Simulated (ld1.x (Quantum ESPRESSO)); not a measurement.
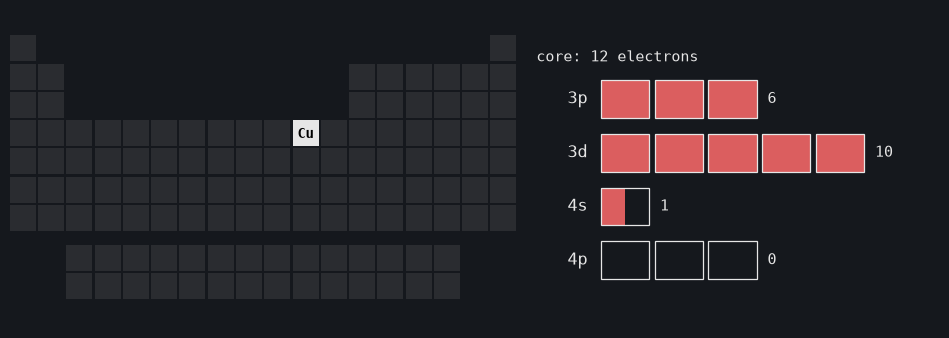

Fig. 1: Left, the place of copper in the periodic table; right, the valence shells of the reference configuration: a box for each of the 2l + 1 orbitals, shaded by the share of the shell that is filled, with the electron count at the right.

# Run report: Cu, pseudopotential generation (part 1 of 2)

- system: copper (Cu, Z = 29), core [Ne] 3s2, reference valence 3p6 3d10 4s1 4p0, valence charge 17.
- method: TM potential, LDA (PZ), fully relativistic, made with ld1.x (Quantum ESPRESSO) 7.5

## Results in brief

- outcome: generated, with a ghost state; no spin-orbit splitting in 3p; the pseudo-atom misses its reference levels by up to 1.74 eV (3p)
- reference test: the pseudo-atom misses its own reference levels by up to 1.74 eV
- cutoffs needed: 160 Ry and 230 Ry (the cutoffs, on a coarse ladder, from which the occupation-weighted sum of valence levels, in a spherical-Bessel basis at the reference potential, stays within 10 and 1 mRy of its value at 400 Ry); ghost states and empty shells don't enter this sum
- ghost test: ghost state below the valence levels: s at -107.6 eV (spherical-Bessel basis up to 400 Ry, 20 bohr box)
- largest excitation error: +170 meV (all-electron minus pseudo) for 3p6 3d7 4s0 4p0, out of 7 test configurations
- range over which the phases arctan(r u′/u) at the test radius agree within 0.05 rad (a looser test near the poles than one of phase shifts): s: up to about 3.3 Ry; p1/2: not judged, since its reference level lies on a steep step; p3/2: not judged, since its reference level lies on a steep step; d3/2: up to about 1.7 Ry; d5/2: up to about 1.7 Ry
- hardware: 1 CPU thread, shared host
- wall time: 2 s

## Notes

The potential has a bound ghost state, so it can't be used as it stands. The potential has no spin-orbit splitting in 3p, whose channel is the local potential: both pseudo levels lie at −5.2932 Ry, against −5.4212 and −5.2305 Ry all-electron.

## Input
```
 &input
   title='Cu', zed=29., rel=2, dft='PZ', iswitch=3,
   config='[Ar] 3d10 4s1 4p0', rel_dist='average',
   nld=5, rlderiv=2.45, eminld=-7.0, emaxld=5.0, deld=0.02
 /
 &inputp
   pseudotype=2, tm=.true., lloc=1,
   nlcc=.false.,
   file_pseudopw='Cu.UPF', file_wfcaegen='ae.wfc', file_wfcncgen='nc.wfc', file_beta='beta', file_chi='chi'
 /
3
4S  1  0   1.00   0.00  2.25  2.25  0.0
3D  3  2  10.00   0.00  1.45  1.45  0.0
3P  2  1   6.00   0.00  0.90  0.90  0.0
 &test
   configts(1)='3p6 3d10 4s1 4p0'
 /
```

## Input of the test run
```
 &input
   title='Cu', zed=29., rel=2, dft='PZ', iswitch=2,
   config='[Ar] 3d10 4s1 4p0', rel_dist='average'
 /
 &test
   file_pseudo='Cu.UPF', nconf=8,
   configts(1)='3p6 3d10 4s1 4p0',
   configts(2)='3p6 3d10 4s0 4p0',
   configts(3)='3p6 3d9 4s0 4p0',
   configts(4)='3p6 3d8 4s0 4p0',
   configts(5)='3p6 3d9 4s2 4p0',
   configts(6)='3p6 3d9 4s1 4p0',
   configts(7)='3p6 3d7 4s0 4p0',
   configts(8)='3p6 3d9 4s1 4p1'
 /
```

Launched with:
```bash
ld1.x < Cu.in > Cu.out
```

## Log
```
     Program LD1 v.7.5
     --------------------------- All-electron run ----------------------------

     Cu
     dirac relativistic calculation

     atomic number is 29.00
     dft =PZ   lsd =0 sic =0 latt =0  beta=0.20 tr2=1.0E-14
     Exchange-correlation= PZ
                           (   1   1   0   0   0   0   0)
     mesh =1199 r(mesh) = 100.25372 a.u. xmin = -7.00 dx = 0.01250
     1 Ry =  13.60569312 eV, c = 137.03599908

     n l j   nl                  e(Ry)          e(Ha)          e(eV)
     Spin orbit split results
     1 0 0.5 1S 1( 2.00)      -649.0762      -324.5381     -8831.1310
     2 0 0.5 2S 1( 2.00)       -77.9120       -38.9560     -1060.0468
     2 1 0.5 2P 1( 2.00)       -68.3411       -34.1705      -929.8277
     2 1 1.5 2P 1( 4.00)       -66.8380       -33.4190      -909.3779
     3 0 0.5 3S 1( 2.00)        -8.3877        -4.1939      -114.1209
     3 1 0.5 3P 1( 2.00)        -5.4212        -2.7106       -73.7588
     3 1 1.5 3P 1( 4.00)        -5.2305        -2.6152       -71.1642
     3 2 1.5 3D 1( 4.00)        -0.4035        -0.2017        -5.4894
     3 2 2.5 3D 1( 6.00)        -0.3835        -0.1918        -5.2181
     4 0 0.5 4S 1( 1.00)        -0.3576        -0.1788        -4.8652
     4 1 0.5 4P 1( 0.00)        -0.0598        -0.0299        -0.8137
     4 1 1.5 4P 1( 0.00)        -0.0568        -0.0284        -0.7724
     Averaged results
     1 0     1S 1( 2.00)      -649.0762      -324.5381     -8831.1310
     2 0     2S 1( 2.00)       -77.9120       -38.9560     -1060.0468
     2 1     2P 1( 6.00)       -67.3391       -33.6695      -916.1945
     3 0     3S 1( 2.00)        -8.3877        -4.1939      -114.1209
     3 1     3P 1( 6.00)        -5.2940        -2.6470       -72.0291
     3 2     3D 1(10.00)        -0.3915        -0.1957        -5.3266
     4 0     4S 1( 1.00)        -0.3576        -0.1788        -4.8652
     4 1     4P 1( 0.00)        -0.0578        -0.0289        -0.7861

     final scf error:  8.5E-15 reached in  33 iterations

     Etot =   -3304.623283 Ry,   -1652.311641 Ha,  -44961.690272 eV

     Ekin =    3360.522618 Ry,    1680.261309 Ha,   45722.239475 eV
     Encl =   -7971.158133 Ry,   -3985.579067 Ha, -108453.131395 eV
     Eh   =    1435.909203 Ry,     717.954602 Ha,   19536.539974 eV
     Exc  =    -129.896971 Ry,     -64.948486 Ha,   -1767.338326 eV

     normalization and overlap integrals

     s(1S/1S) =  1.000000  <r> =   0.0522  <r2> =    0.0037  r(max) =   0.0341
     s(2S/2S) =  1.000000  <r> =   0.2354  <r2> =    0.0655  r(max) =   0.1960
     s(2P/2P) =  1.000000  <r> =   0.2043  <r2> =    0.0513  r(max) =   0.1565
     s(2P/2P) =  1.000000  <r> =   0.2077  <r2> =    0.0529  r(max) =   0.1585
     s(3S/3S) =  1.000000  <r> =   0.7132  <r2> =    0.5889  r(max) =   0.6112
     s(3P/3P) =  1.000000  <r> =   0.7428  <r2> =    0.6541  r(max) =   0.6112
     s(3P/3P) =  1.000000  <r> =   0.7538  <r2> =    0.6737  r(max) =   0.6189
     s(3D/3D) =  1.000000  <r> =   1.0394  <r2> =    1.5449  r(max) =   0.5961
     s(3D/3D) =  1.000000  <r> =   1.0524  <r2> =    1.5902  r(max) =   0.6036
     s(4S/4S) =  1.000000  <r> =   2.8938  <r2> =    9.8824  r(max) =   2.2428
     s(4P/4P) =  1.000000  <r> =   4.8016  <r2> =   28.6096  r(max) =   3.4736
     s(4P/4P) =  1.000000  <r> =   4.8899  <r2> =   29.6816  r(max) =   3.5173

     ------------------------ End of All-electron run ------------------------

     --------------------- Generating NC pseudopotential ---------------------

      Generating local pot.: lloc=1, j= 0.50, matching radius rcloc =   0.9000

      Generating local pot.: lloc=1, j= 1.50, matching radius rcloc =   0.9000

     Fully relativistic calculation: |psi|^2

     Wfc 4S LC norm =  0.99996908 SC norm =  0.00002838 missing  0.00000253

     Wfc 3D LC norm =  0.99975110 SC norm =  0.00024889 missing  0.00000001

     Wfc 3D LC norm =  0.99975456 SC norm =  0.00024450 missing  0.00000094

      Wfc   4S  rcut= 2.243  Using Troullier-Martins method

      Wfc   3D  rcut= 1.466  Using Troullier-Martins method

      Wfc   3D  rcut= 1.466  Using Troullier-Martins method

     ------------------- End of pseudopotential generation -------------------

     --------------------------- All-electron run ----------------------------

     Cu
     dirac relativistic calculation

     atomic number is 29.00
     dft =PZ   lsd =0 sic =0 latt =0  beta=0.20 tr2=1.0E-14
     Exchange-correlation= PZ
                           (   1   1   0   0   0   0   0)
     mesh =1199 r(mesh) = 100.25372 a.u. xmin = -7.00 dx = 0.01250
     1 Ry =  13.60569312 eV, c = 137.03599908

     n l j   nl                  e(Ry)          e(Ha)          e(eV)
     Spin orbit split results
     1 0 0.5 1S 1( 2.00)      -649.0762      -324.5381     -8831.1310
     2 0 0.5 2S 1( 2.00)       -77.9120       -38.9560     -1060.0468
     2 1 0.5 2P 1( 2.00)       -68.3411       -34.1705      -929.8277
     2 1 1.5 2P 1( 4.00)       -66.8380       -33.4190      -909.3779
     3 0 0.5 3S 1( 2.00)        -8.3877        -4.1939      -114.1209
     3 1 0.5 3P 1( 2.00)        -5.4212        -2.7106       -73.7588
     3 1 1.5 3P 1( 4.00)        -5.2305        -2.6152       -71.1642
     3 2 1.5 3D 1( 4.00)        -0.4035        -0.2017        -5.4894
     3 2 2.5 3D 1( 6.00)        -0.3835        -0.1918        -5.2181
     4 0 0.5 4S 1( 1.00)        -0.3576        -0.1788        -4.8652
     4 1 0.5 4P 1( 0.00)        -0.0598        -0.0299        -0.8137
     4 1 1.5 4P 1( 0.00)        -0.0568        -0.0284        -0.7724
     Averaged results
     1 0     1S 1( 2.00)      -649.0762      -324.5381     -8831.1310
     2 0     2S 1( 2.00)       -77.9120       -38.9560     -1060.0468
     2 1     2P 1( 6.00)       -67.3391       -33.6695      -916.1945
     3 0     3S 1( 2.00)        -8.3877        -4.1939      -114.1209
     3 1     3P 1( 6.00)        -5.2940        -2.6470       -72.0291
     3 2     3D 1(10.00)        -0.3915        -0.1957        -5.3266
     4 0     4S 1( 1.00)        -0.3576        -0.1788        -4.8652
     4 1     4P 1( 0.00)        -0.0578        -0.0289        -0.7861

     final scf error:  8.5E-15 reached in  33 iterations

     Etot =   -3304.623283 Ry,   -1652.311641 Ha,  -44961.690272 eV

     Ekin =    3360.522618 Ry,    1680.261309 Ha,   45722.239475 eV
     Encl =   -7971.158133 Ry,   -3985.579067 Ha, -108453.131395 eV
     Eh   =    1435.909203 Ry,     717.954602 Ha,   19536.539974 eV
     Exc  =    -129.896971 Ry,     -64.948486 Ha,   -1767.338326 eV

     normalization and overlap integrals

     s(1S/1S) =  1.000000  <r> =   0.0522  <r2> =    0.0037  r(max) =   0.0341
     s(2S/2S) =  1.000000  <r> =   0.2354  <r2> =    0.0655  r(max) =   0.1960
     s(2P/2P) =  1.000000  <r> =   0.2043  <r2> =    0.0513  r(max) =   0.1565
     s(2P/2P) =  1.000000  <r> =   0.2077  <r2> =    0.0529  r(max) =   0.1585
     s(3S/3S) =  1.000000  <r> =   0.7132  <r2> =    0.5889  r(max) =   0.6112
     s(3P/3P) =  1.000000  <r> =   0.7428  <r2> =    0.6541  r(max) =   0.6112
     s(3P/3P) =  1.000000  <r> =   0.7538  <r2> =    0.6737  r(max) =   0.6189
     s(3D/3D) =  1.000000  <r> =   1.0394  <r2> =    1.5449  r(max) =   0.5961
     s(3D/3D) =  1.000000  <r> =   1.0524  <r2> =    1.5902  r(max) =   0.6036
     s(4S/4S) =  1.000000  <r> =   2.8938  <r2> =    9.8824  r(max) =   2.2428
     s(4P/4P) =  1.000000  <r> =   4.8016  <r2> =   28.6096  r(max) =   3.4736
     s(4P/4P) =  1.000000  <r> =   4.8899  <r2> =   29.6816  r(max) =   3.5173

     ------------------------ End of All-electron run ------------------------

     Computing logarithmic derivative in   2.46323
     Computing logarithmic derivative in   2.46323
     Computing the partial wave expansion
     R is outside the sphere for l=    0 j= 0.50
       no projector for channel:   1
       no projector for channel:   1
     R is outside the sphere for l=    2 j= 1.50
     R is outside the sphere for l=    2 j= 2.50

     ---------------------- Testing the pseudopotential ----------------------

     Cu
     dirac relativistic calculation

     atomic number is 29.00   valence charge is 17.00
     dft =PZ   lsd =0 sic =0 latt =0  beta=0.20 tr2=1.0E-14
     mesh =1199 r(mesh) = 100.25372 xmin = -7.00 dx = 0.01250

     n l  j  nl             e AE (Ry)       e PS (Ry)    De AE-PS (Ry)
     2 1 0.5 3P   1( 2.00)       -5.42117       -5.29323       -0.12794  !
     2 1 1.5 3P   1( 4.00)       -5.23047       -5.29323        0.06276  !
     3 2 1.5 3D   1( 4.00)       -0.40346       -0.40346       -0.00000
     3 2 2.5 3D   1( 6.00)       -0.38352       -0.38353        0.00001
     1 0 0.5 4S   1( 1.00)       -0.35758       -0.35759        0.00000
     3 1 0.5 4P   1( 0.00)       -0.05980       -0.05821       -0.00159
     3 1 1.5 4P   1( 0.00)       -0.05677       -0.05821        0.00144

     eps = 2.4E-16  iter = 14

     Etot =   -3304.623283 Ry,   -1652.311641 Ha,  -44961.690272 eV
     Etotps =  -290.998786 Ry,    -145.499393 Ha,   -3959.240178 eV

     Ekin =     194.746704 Ry,      97.373352 Ha,    2649.663887 eV
     Encl =    -689.241336 Ry,    -344.620668 Ha,   -9377.606099 eV
     Ehrt =     264.539618 Ry,     132.269809 Ha,    3599.244861 eV
     Ecxc =     -30.275739 Ry,     -15.137870 Ha,    -411.922416 eV
     Epseu=     -30.768033 Ry,     -15.384016 Ha,    -418.620412 eV

     ---------------------- End of pseudopotential test ----------------------
```

## Output of the test run (extracts)
```
     ---------------------- Testing the pseudopotential ----------------------

     Cu
     dirac relativistic calculation

     atomic number is 29.00   valence charge is 17.00
     dft =PZ   lsd =0 sic =0 latt =0  beta=0.20 tr2=1.0E-14
     mesh =1199 r(mesh) = 100.25372 xmin = -7.00 dx = 0.01250

     n l  j  nl             e AE (Ry)       e PS (Ry)    De AE-PS (Ry)
     2 1 0.5 3P   1( 2.00)       -5.42117       -5.29323       -0.12794  !
     2 1 1.5 3P   1( 4.00)       -5.23047       -5.29323        0.06276  !
     3 2 1.5 3D   1( 4.00)       -0.40346       -0.40346       -0.00001
     3 2 2.5 3D   1( 6.00)       -0.38352       -0.38353        0.00001
     1 0 0.5 4S   1( 1.00)       -0.35758       -0.35759        0.00000
     3 1 0.5 4P   1( 0.00)       -0.05980       -0.05821       -0.00159
     3 1 1.5 4P   1( 0.00)       -0.05677       -0.05821        0.00144

     eps = 4.2E-15  iter = 16

     Etot =   -3304.623283 Ry,   -1652.311641 Ha,  -44961.690272 eV
     Etotps =  -290.998785 Ry,    -145.499392 Ha,   -3959.240162 eV

     Ekin =     194.746705 Ry,      97.373353 Ha,    2649.663907 eV
     Encl =    -689.241335 Ry,    -344.620668 Ha,   -9377.606097 eV
     Ehrt =     264.539618 Ry,     132.269809 Ha,    3599.244857 eV
     Ecxc =     -30.275739 Ry,     -15.137870 Ha,    -411.922415 eV
     Epseu=     -30.768033 Ry,     -15.384016 Ha,    -418.620413 eV

     ---------------------- End of pseudopotential test ----------------------

     ---------------------- Testing the pseudopotential ----------------------

     Cu
     dirac relativistic calculation

     atomic number is 29.00   valence charge is 17.00
     dft =PZ   lsd =0 sic =0 latt =0  beta=0.20 tr2=1.0E-14
     mesh =1199 r(mesh) = 100.25372 xmin = -7.00 dx = 0.01250

     n l  j  nl             e AE (Ry)       e PS (Ry)    De AE-PS (Ry)
     2 1 0.5 3P   1( 2.00)       -6.06118       -5.92824       -0.13294  !
     2 1 1.5 3P   1( 4.00)       -5.87112       -5.92824        0.05712  !
     3 2 1.5 3D   1( 4.00)       -1.04161       -1.04094       -0.00066
     3 2 2.5 3D   1( 6.00)       -1.02144       -1.02079       -0.00065
     1 0 0.5 4S   1( 0.00)       -0.89357       -0.89470        0.00113
     3 1 0.5 4P   1( 0.00)       -0.49244       -0.48871       -0.00373
     3 1 1.5 4P   1( 0.00)       -0.48508       -0.48871        0.00363

     eps = 3.3E-15  iter = 19

     Etot =   -3304.003321 Ry,   -1652.001661 Ha,  -44953.255270 eV
     Etotps =  -290.378399 Ry,    -145.189200 Ha,   -3950.799388 eV
     dEtot_ae =       0.619961 Ry
     dEtot_ps =       0.620385 Ry,   Delta E=      -0.000424 Ry

     Ekin =     196.033517 Ry,      98.016759 Ha,    2667.171874 eV
     Encl =    -678.869352 Ry,    -339.434676 Ha,   -9236.488077 eV
     Ehrt =     254.003120 Ry,     127.001560 Ha,    3455.888500 eV
     Ecxc =     -29.968850 Ry,     -14.984425 Ha,    -407.746971 eV
     Epseu=     -31.576834 Ry,     -15.788417 Ha,    -429.624713 eV

     ---------------------- End of pseudopotential test ----------------------

     ---------------------- Testing the pseudopotential ----------------------

     Cu
     dirac relativistic calculation

     atomic number is 29.00   valence charge is 17.00
     dft =PZ   lsd =0 sic =0 latt =0  beta=0.20 tr2=1.0E-14
     mesh =1199 r(mesh) = 100.25372 xmin = -7.00 dx = 0.01250

     n l  j  nl             e AE (Ry)       e PS (Ry)    De AE-PS (Ry)
     2 1 0.5 3P   1( 2.00)       -7.29890       -7.17064       -0.12826  !
     2 1 1.5 3P   1( 4.00)       -7.10665       -7.17064        0.06399  !
     3 2 1.5 3D   1( 3.60)       -2.21678       -2.21657       -0.00021
     3 2 2.5 3D   1( 5.40)       -2.19461       -2.19443       -0.00018
     1 0 0.5 4S   1( 0.00)       -1.65724       -1.65837        0.00113
     3 1 0.5 4P   1( 0.00)       -1.13990       -1.13396       -0.00595  !
     3 1 1.5 4P   1( 0.00)       -1.12652       -1.13396        0.00744  !

     eps = 7.5E-15  iter = 16

     Etot =   -3302.409304 Ry,   -1651.204652 Ha,  -44931.567563 eV
     Etotps =  -288.784740 Ry,    -144.392370 Ha,   -3929.116548 eV
     dEtot_ae =       2.213978 Ry
     dEtot_ps =       2.214045 Ry,   Delta E=      -0.000067 Ry

     Ekin =     193.135845 Ry,      96.567923 Ha,    2627.747043 eV
     Encl =    -656.915265 Ry,    -328.457632 Ha,   -8937.787498 eV
     Ehrt =     235.080573 Ry,     117.540287 Ha,    3198.434137 eV
     Ecxc =     -28.900168 Ry,     -14.450084 Ha,    -393.206811 eV
     Epseu=     -31.185726 Ry,     -15.592863 Ha,    -424.303419 eV

     ---------------------- End of pseudopotential test ----------------------

     ---------------------- Testing the pseudopotential ----------------------

     Cu
     dirac relativistic calculation

     atomic number is 29.00   valence charge is 17.00
     dft =PZ   lsd =0 sic =0 latt =0  beta=0.20 tr2=1.0E-14
     mesh =1199 r(mesh) = 100.25372 xmin = -7.00 dx = 0.01250

     n l  j  nl             e AE (Ry)       e PS (Ry)    De AE-PS (Ry)
     2 1 0.5 3P   1( 2.00)       -8.78270       -8.66144       -0.12126  !
     2 1 1.5 3P   1( 4.00)       -8.58660       -8.66144        0.07484  !
     3 2 1.5 3D   1( 3.20)       -3.63377       -3.62962       -0.00415
     3 2 2.5 3D   1( 4.80)       -3.60946       -3.60543       -0.00403
     1 0 0.5 4S   1( 0.00)       -2.54463       -2.54715        0.00253
     3 1 0.5 4P   1( 0.00)       -1.92530       -1.91900       -0.00630  !
     3 1 1.5 4P   1( 0.00)       -1.90541       -1.91900        0.01359  !

     eps = 7.1E-15  iter =  9

     Etot =   -3299.516133 Ry,   -1649.758066 Ha,  -44892.203957 eV
     Etotps =  -285.893008 Ry,    -142.946504 Ha,   -3889.772534 eV
     dEtot_ae =       5.107150 Ry
     dEtot_ps =       5.105776 Ry,   Delta E=       0.001373 Ry

     Ekin =     188.035020 Ry,      94.017510 Ha,    2558.346773 eV
     Encl =    -629.940190 Ry,    -314.970095 Ha,   -8570.772916 eV
     Ehrt =     213.715946 Ry,     106.857973 Ha,    2907.753575 eV
     Ecxc =     -27.509941 Ry,     -13.754971 Ha,    -374.291817 eV
     Epseu=     -30.193842 Ry,     -15.096921 Ha,    -410.808149 eV

     ---------------------- End of pseudopotential test ----------------------

     ---------------------- Testing the pseudopotential ----------------------

     Cu
     dirac relativistic calculation

     atomic number is 29.00   valence charge is 17.00
     dft =PZ   lsd =0 sic =0 latt =0  beta=0.20 tr2=1.0E-14
     mesh =1199 r(mesh) = 100.25372 xmin = -7.00 dx = 0.01250

     n l  j  nl             e AE (Ry)       e PS (Ry)    De AE-PS (Ry)
     2 1 0.5 3P   1( 2.00)       -5.80009       -5.68293       -0.11716  !
     2 1 1.5 3P   1( 4.00)       -5.60722       -5.68293        0.07571  !
     3 2 1.5 3D   1( 3.60)       -0.73266       -0.73516        0.00250
     3 2 2.5 3D   1( 5.40)       -0.71096       -0.71347        0.00251
     1 0 0.5 4S   1( 2.00)       -0.44445       -0.44323       -0.00121
     3 1 0.5 4P   1( 0.00)       -0.09786       -0.09607       -0.00179
     3 1 1.5 4P   1( 0.00)       -0.09331       -0.09607        0.00276

     eps = 7.4E-15  iter = 19

     Etot =   -3304.475991 Ry,   -1652.237996 Ha,  -44959.686268 eV
     Etotps =  -290.849757 Ry,    -145.424879 Ha,   -3957.212539 eV
     dEtot_ae =       0.147292 Ry
     dEtot_ps =       0.149028 Ry,   Delta E=      -0.001736 Ry

     Ekin =     191.138609 Ry,      95.569304 Ha,    2600.573252 eV
     Encl =    -681.562518 Ry,    -340.781259 Ha,   -9273.130459 eV
     Ehrt =     258.768250 Ry,     129.384125 Ha,    3520.721401 eV
     Ecxc =     -29.743540 Ry,     -14.871770 Ha,    -404.681479 eV
     Epseu=     -29.450558 Ry,     -14.725279 Ha,    -400.695254 eV

     ---------------------- End of pseudopotential test ----------------------
```

(Continued in part 2.)
